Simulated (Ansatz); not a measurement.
# SiNHF3 (SMILES [NH][Si](F)(F)F): levels of theory compared

Aim: a comparison of 6 runs (UHF/3-21G, U-r2SCAN/6-31G*, UCAM-B3LYP/6-31G*, UPBE/6-31G*, RPA@PBE/6-31G*, UMP2/6-31G*) of SiNHF3. 

The calculation is run with Ansatz 0.2.0.

86 further runs of the same task are left out: 2 that didn't finish, 84 set aside as unsound or not needed. Runs told in other sessions of the task aren't counted.

## Step 1: The structure to begin with

SiNHF3 has 6 atoms, charge 0, and is taken as a doublet. As SMILES, `[NH][Si](F)(F)F`. The Si2–F3 distance was set to 2.821 Å, away from the relaxed value. At this shape a bond of the SMILES string is far longer than usual.

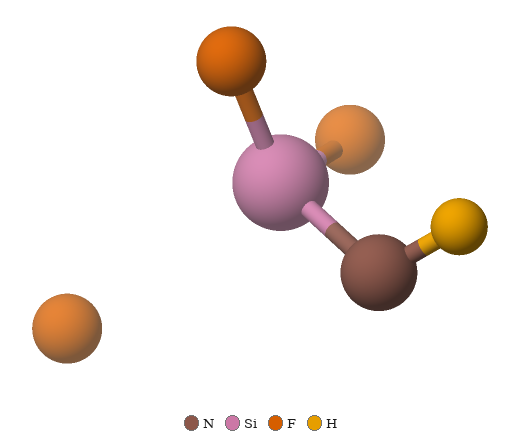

The structure, seen from a chosen angle (nitrogen brown, silicon pink, fluorine orange, hydrogen amber).

## Step 2: A single-point energy at UHF/3-21G (run 1)

in.yaml

```yaml
basis:
  gaussian:
    orbitals: 3-21G.json
crystal:
  periodic: [false, false, false]
  atoms:
    - {symbol: N, position_ang: [-0.749948, 0.222854, 1.887058]}
    - {symbol: Si, position_ang: [0.418152, -0.471346, 0.827058]}
    - {symbol: F, position_ang: [-0.087100, 0.387600, -1.812600]}
    - {symbol: F, position_ang: [0.347652, -2.043146, 0.842958]}
    - {symbol: F, position_ang: [1.876852, -0.022146, 1.208758]}
    - {symbol: H, position_ang: [-0.640748, -0.046346, 2.866358]}
magnetization:
  spin_polarized: true
  initial_magnetization: 1
hamiltonian:
  xc: hf
accuracy: high
output:
  orbitals: {seedname: orbitals}
```

The basis set 3-21G is read from a file made from the Basis Set Exchange's data (not shown).

Run with:

```console
$ ansatz run in.yaml --threads 1 --pin off --max-ram 3480MiB --events-out events.jsonl --progress --plain --runs-dir runs
```

Output:

```text
Warning: RAYON_NUM_THREADS=1 ignored (pool sized by the plan → 1); use --threads N
Functional definition: HF
  name "HF"
  exchange = exact_x
  correlation = 0
1054 factors; integrals over basis functions are off by at most 8.1e-9 eV
mean field evaluation 1: about -17375.6744 eV, gradient 3.4e1 eV
mean field evaluation 2: about -17375.7205 eV, gradient 3.4e1 eV
mean field evaluation 4: about -17381.0463 eV, gradient 4.4e0 eV
mean field evaluation 8: about -17381.2023 eV, gradient 2.5e-1 eV
mean field evaluation 16: about -17383.1898 eV, gradient 1.3e-1 eV
mean field evaluation 32: about -17382.9208 eV, gradient 7.3e-1 eV
mean field evaluation 64: about -17381.1635 eV, gradient 7.8e0 eV
mean field evaluation 96: about -17383.0398 eV, gradient 5.9e-1 eV
mean field evaluation 128: about -17383.0681 eV, gradient 3.1e-1 eV
mean field evaluation 160: about -17383.1367 eV, gradient 9.3e-1 eV
mean field evaluation 192: about -17382.9283 eV, gradient 2.5e-1 eV
mean field evaluation 224: about -17382.0538 eV, gradient 1.7e0 eV
mean field evaluation 256: about -17382.3551 eV, gradient 1.1e0 eV
mean field evaluation 288: about -17376.3064 eV, gradient 2.6e1 eV
mean field evaluation 320: about -17382.8790 eV, gradient 8.2e-1 eV
mean field evaluation 352: about -17382.7319 eV, gradient 9.0e-1 eV
mean field evaluation 384: about -17382.0684 eV, gradient 1.7e-1 eV
mean field evaluation 416: about -17381.5902 eV, gradient 1.4e1 eV
mean field evaluation 448: about -17383.1478 eV, gradient 5.7e-1 eV
mean field evaluation 480: about -17383.1425 eV, gradient 7.3e-1 eV
mean field evaluation 512: about -17383.0023 eV, gradient 4.1e-1 eV
mean field evaluation 544: about -17381.0801 eV, gradient 2.8e0 eV
mean field evaluation 576: about -17381.2025 eV, gradient 5.0e-5 eV
mean field -17383.29266020 eV, -638.8242224434 hartree, gradient 1.2e-8 eV, S^2 1.660008; 8 other end points of the search recorded, 0 dependent functions left out
reference -17383.29266020 eV, -638.8242224434 hartree; 25, 24 occupied and 26, 27 virtual orbitals, 1054 factors
Total energy: -17383.29266020 eV, -638.8242224434 hartree
```

It took 9.6 s on 1 thread of Arm Neoverse V1, shared host; peak memory 0.17 GiB.

## Step 3: The energy at U-r2SCAN/6-31G(d) (spherical functions) (run 2)

run.yaml

```yaml
crystal:
  periodic: [false, false, false]
  atoms:
    - {symbol: "N", position_ang: [-0.749948, 0.222854, 1.887058]}
    - {symbol: Si, position_ang: [0.418152, -0.471346, 0.827058]}
    - {symbol: F, position_ang: [-0.087100, 0.387600, -1.812600]}
    - {symbol: F, position_ang: [0.347652, -2.043146, 0.842958]}
    - {symbol: F, position_ang: [1.876852, -0.022146, 1.208758]}
    - {symbol: H, position_ang: [-0.640748, -0.046346, 2.866358]}
basis:
  gaussian: {orbitals: 6-31G_st_-spherical.json}
magnetization: {spin_polarized: true, initial_magnetization: 1}
hamiltonian: {xc: r2scan}
accuracy: high
output: {orbitals: {seedname: orbitals}}
```

The basis set 6-31G* is read from a file made from the Basis Set Exchange's data (not shown).

Run with:

```console
$ ansatz run run.yaml --threads 1 --pin off --max-ram 3480MiB --events-out events.jsonl --progress --plain --runs-dir runs
```

Output:

```text
Warning: RAYON_NUM_THREADS=1 ignored (pool sized by the plan → 1); use --threads N
Functional definition: r2SCAN
  name "r2SCAN"
  parameter k0 = 0.174
  parameter k1 = 0.065
  parameter a1 = 4.9479
  exchange = r2scan_x(k0 = k0, k1 = k1, a1 = a1)
  correlation = r2scan_c
1570 factors; integrals over basis functions are off by at most 8.4e-9 eV
mean field evaluation 1: about -17517.8374 eV, gradient 4.7e1 eV
mean field evaluation 2: about -17212.0161 eV, gradient 1.3e2 eV
mean field evaluation 4: about -17522.7578 eV, gradient 2.6e1 eV
mean field evaluation 8: about -17509.1404 eV, gradient 5.5e1 eV
mean field evaluation 16: about -17527.1170 eV, gradient 3.1e-3 eV
mean field evaluation 32: about -17527.0300 eV, gradient 3.8e0 eV
mean field -17527.11698183 eV, -644.1096687756 hartree, gradient 2.1e-8 eV, S^2 1.074653; 8 other end points of the search recorded, 0 dependent functions left out
reference -17527.11698417 eV, -644.1096688618 hartree; 25, 24 occupied and 51, 52 virtual orbitals, 1570 factors
Total energy: -17527.11698417 eV, -644.1096688618 hartree
```

Run time: 31 s. Hardware: 1 thread of Arm Neoverse V1, shared host; peak memory 0.37 GiB.

Runs 3 to 5 aren't shown in full; the table further down has their settings and results.

## Step 4: A single-point energy at UMP2/6-31G(d) (spherical functions) (run 6)

in.yaml

```yaml
crystal:
  periodic: [false, false, false]
  atoms:
    - {symbol: "N", position_ang: [-0.749948, 0.222854, 1.887058]}
    - {symbol: Si, position_ang: [0.418152, -0.471346, 0.827058]}
    - {symbol: F, position_ang: [-0.087100, 0.387600, -1.812600]}
    - {symbol: F, position_ang: [0.347652, -2.043146, 0.842958]}
    - {symbol: F, position_ang: [1.876852, -0.022146, 1.208758]}
    - {symbol: H, position_ang: [-0.640748, -0.046346, 2.866358]}
basis:
  gaussian: {orbitals: 6-31G_st_-spherical.json}
magnetization: {spin_polarized: true, initial_magnetization: 1}
correlation: {method: mp2, frozen_orbitals: {F: 1, H: 0, "N": 1, Si: 5}}
accuracy: high
```

The basis set 6-31G* is read from a file made from the Basis Set Exchange's data (not shown).

Run with:

```console
$ ansatz run in.yaml --threads 1 --pin off --max-ram 3480MiB --events-out events.jsonl --progress --plain --runs-dir runs
```

Output:

```text
Warning: RAYON_NUM_THREADS=1 ignored (pool sized by the plan → 1); use --threads N
Functional definition: HF
  name "HF"
  exchange = exact_x
  correlation = 0
1570 factors; integrals over basis functions are off by at most 8.4e-9 eV
mean field evaluation 1: about -17469.3414 eV, gradient 3.6e1 eV
mean field evaluation 2: about -17469.3572 eV, gradient 3.6e1 eV
mean field evaluation 4: about -17474.7430 eV, gradient 3.9e0 eV
mean field evaluation 8: about -17474.8737 eV, gradient 2.0e-1 eV
mean field evaluation 16: about -17476.3505 eV, gradient 1.0e-1 eV
mean field evaluation 32: about -17475.8955 eV, gradient 3.2e-1 eV
mean field evaluation 64: about -17476.3199 eV, gradient 6.5e-2 eV
mean field evaluation 96: about -17476.4370 eV, gradient 6.4e-2 eV
mean field evaluation 128: about -17475.8529 eV, gradient 1.7e0 eV
mean field evaluation 160: about -17476.3664 eV, gradient 2.2e0 eV
mean field evaluation 192: about -17475.6542 eV, gradient 4.6e0 eV
mean field evaluation 224: about -17475.8982 eV, gradient 1.6e-2 eV
mean field evaluation 256: about -17474.8697 eV, gradient 4.5e-5 eV
mean field -17476.43707396 eV, -642.2472165136 hartree, gradient 2.2e-8 eV, S^2 1.635260; 24 other end points of the search recorded, 0 dependent functions left out
9 core orbitals not correlated: weight in the atoms' cores, before any rotation towards them, 1.000 or more for the frozen orbitals, at most 0.000 for the correlated occupied ones
reference -17476.43707396 eV, -642.2472165136 hartree; 16, 15 occupied and 51, 52 virtual orbitals, 1570 factors
second order -18.08646586 eV of doubles, -0.00000000 eV of singles
Total energy: -17494.52353982 eV, -642.9118818745 hartree
```

Run time: 28 s. Hardware: 1 thread of Arm Neoverse V1, shared host; peak memory 0.27 GiB.

## Step 5: All runs side by side

| run | level | frozen core orbitals | energy (Eh) | HOMO energy (eV) | LUMO energy (eV) | ⟨S²⟩ | wall time |
| --- | --- | --- | --- | --- | --- | --- | --- |
| 1 | UHF/3-21G | – | -638.824222 | -10.26 | 1.45 | 1.660 | 9.6 s |
| 2 | U-r2SCAN/6-31G* (spherical functions) | – | -644.109669 | -6.76 | -5.82 | 1.075 | 31 s |
| 3 | UCAM-B3LYP/6-31G* (spherical functions) | – | -644.187007 | -9.26 | -3.72 | 1.138 | 23 s |
| 4 | UPBE/6-31G* (spherical functions) | – | -643.792029 | -6.52 | -6.33 | 0.757 | 24 s |
| 5 | RPA@PBE/6-31G* (spherical functions) | 9 | -643.270586 | – | – | 0.757 | 36 s |
| 6 | UMP2/6-31G* (spherical functions) | 9 | -642.911882 | – | – | 1.635 | 28 s |

## Step 6: Outcome

| quantity | value |
| --- | --- |
| run 6: total energy | -642.91188 Eh |
| run 6: correlation energy (9 core orbitals frozen) | -664.7 mEh |
| run 6: ⟨S²⟩ of the reference determinant | 1.635 |

**Reading.** Totals of different functionals can't be ranked against each other. Spin contamination of the reference: run 1 ⟨S²⟩ = 1.66, run 6 ⟨S²⟩ = 1.64, run 3 ⟨S²⟩ = 1.14, run 2 ⟨S²⟩ = 1.07. Where it is this large, the reference is a mixture of spin states, and values that rest on it are in doubt. All runs together took 2.5 min, the longest 36 s.
